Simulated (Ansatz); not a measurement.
Where the default PAW files enter, the runs use the earlier of Ansatz's two default sets.

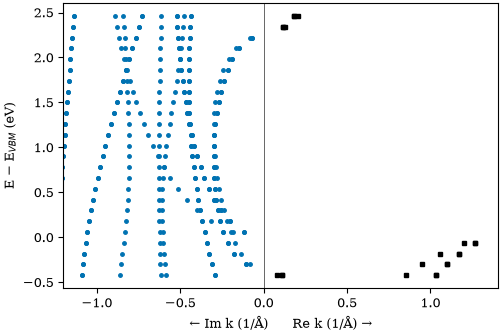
Figure. Complex bands at the centre of the two-dimensional zone; r2SCAN (Ansatz, an electronic-structure program)

No gap correction and no spin-orbit coupling; mid-gap is the computed energy nearest the middle.

Question: This is SrTiO₃ (Pm-3m, cubic perovskite, 5 atoms a cell, 12.0 Å³ an atom) along the normal of (111). Read off the slowest decay at the centre of the two-dimensional zone at 1.14 eV, the computed energy nearest the middle of the gap.

Answer: κ ≈ 0.29 1/Å, a decay length 1/(2κ) of the density of 1.7 Å.
